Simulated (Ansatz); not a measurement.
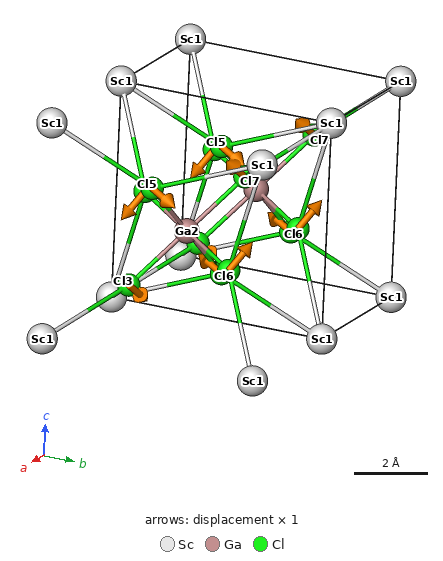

A relaxation of crystalline ScGaCl$_{6}$ (built on the KCrF6-148 type type). The starting structure is drawn; orange arrows show the displacements (the part carried along by the change of the cell is left out), at their true length.

Style: ball-and-stick. Shown: the cell of the calculation, repeated 2 × 1 × 1 with one cell outlined, slightly off an axis.

Method: DFT, PBEsol, plane waves, PAW in Ansatz 0.2.0.

The input:
```yaml
crystal:
  lattice:
    - [4.5182428, 2.6086087, 2.93165984]
    - [-4.5182428, 2.6086087, 2.93165984]
    - [0.0, -5.2172174, 2.93165984]
  atoms:
    - { symbol: Sc, position: [0.0, 0.0, 0.0] }
    - { symbol: Ga, position: [0.5, 0.5, 0.5] }
    - { symbol: Cl, position: [0.58297754, 0.26425064, 0.21942308] }
    - { symbol: Cl, position: [0.26425064, 0.21942308, 0.58297754] }
    - { symbol: Cl, position: [0.78057692, 0.41702246, 0.73574936] }
    - { symbol: Cl, position: [0.73574936, 0.78057692, 0.41702246] }
    - { symbol: Cl, position: [0.41702246, 0.73574936, 0.78057692] }
    - { symbol: Cl, position: [0.21942308, 0.58297754, 0.26425064] }
kpoints:
  mp_grid: { grid: [4, 4, 4] }
hamiltonian:
  xc: pbesol
scf:
  occupations: { method: fermi_dirac, width: 0.03 }
relax:
  f_tol: 0.01
  cell: {}
  max_steps: 120
```

Launched with:
```bash
ansatz run input.yaml --threads 4 --pin off --max-ram 4608MiB --backend cpu --events-out ev --progress --plain --runs-dir out
```

> Describe the change and its energy.

The largest moves relative to the cell, 1.05 Å, are those of Cl3, Cl4, Cl5, Cl6, Cl7 and Cl8. Cl3 goes along [−3 0 −2]. Sc and Ga stay in place. The drawn cell changes as follows: a = b = c 5.984 → 7.019 Å (+17.3 %), α 98.0° → 112.0°, β 98.0° → 112.0°, γ 98.0° → 112.0°; the volume changes by +14.9 %. Some distances before and after: Sc1–Cl3 3.449 → 5.152 Å, Sc1–Cl3 (another image) 3.604 → 2.479 Å, Ga2–Cl3 2.196 → 2.375 Å. Bond angles that change, for instance: Cl3–Ga2–Cl4 89.9° → 87.0°, Cl3–Ga2–Cl5 90.1° → 93.0°. The space group stays R-3 (No. 148). After 18 accepted moves (20 points after the start) the energy has fallen by 7.250 eV per cell of the calculation. Largest force component: 1.9 eV/Å at the start, 0.00035 eV/Å at the end. Pressure: 0.81 GPa at the start and 0.03 GPa at the end. At 2 points the geometry stayed and the basis and grid were re-selected for the new cell (energy shift of 69.6 meV per cell of the calculation at most each time).
